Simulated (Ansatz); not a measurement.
Consider GaSb$_{2}$.

```cif
data_structure
_symmetry_space_group_name_H-M 'P 1'
_symmetry_Int_Tables_number 1
_cell_length_a 4.0703
_cell_length_b 4.0703
_cell_length_c 11.2355
_cell_angle_alpha 90.000
_cell_angle_beta 90.000
_cell_angle_gamma 120.000
_cell_volume 161.20
loop_
_atom_site_label
_atom_site_type_symbol
_atom_site_fract_x
_atom_site_fract_y
_atom_site_fract_z
_atom_site_occupancy
Ga1 Ga 0.33333 0.66667 0.25000 1
Ga2 Ga 0.66667 0.33333 0.75000 1
Sb1 Sb 0.33333 0.66667 0.59189 1
Sb2 Sb 0.66667 0.33333 0.09189 1
Sb3 Sb 0.33333 0.66667 0.90811 1
Sb4 Sb 0.66667 0.33333 0.40811 1
```

Space group P6₃/mmc; started from the 2H molybdenite_194 prototype, which need not be the ambient phase; changed on purpose from its base cell (the structure that the rattled 2H molybdenite type (P6 3/mmc, No. 194) fell into).

These are results of DFT PBE, scalar-relativistic, plane waves, PAW (Ansatz 0.2.0), not measurements.

**What will maps of the valence pseudo-density and electron localisation function show?**

Ga–Sb (2.95 Å): ρ is about 0.25 e/Å³ halfway; the ELF reaches about 0.55 near the midpoint.
Sb–Sb (3.13 Å): ρ at the midpoint is about 0.24 e/Å³; the ELF is about 0.55 at the midpoint.

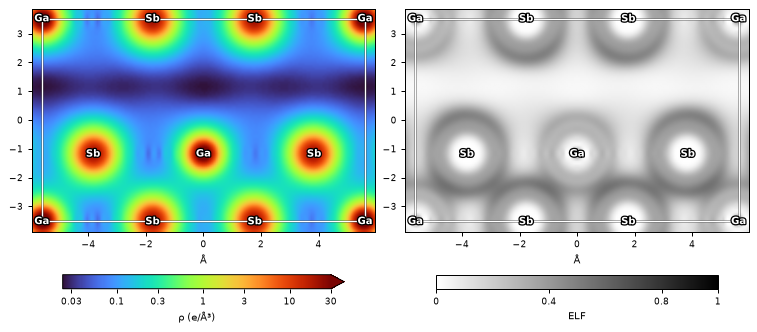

Computed valence pseudo-density and electron localisation function on the (110) plane of the conventional cell, in this order. 

The density is the valence pseudo-density of a PAW calculation; it isn't the true density close to the nuclei.
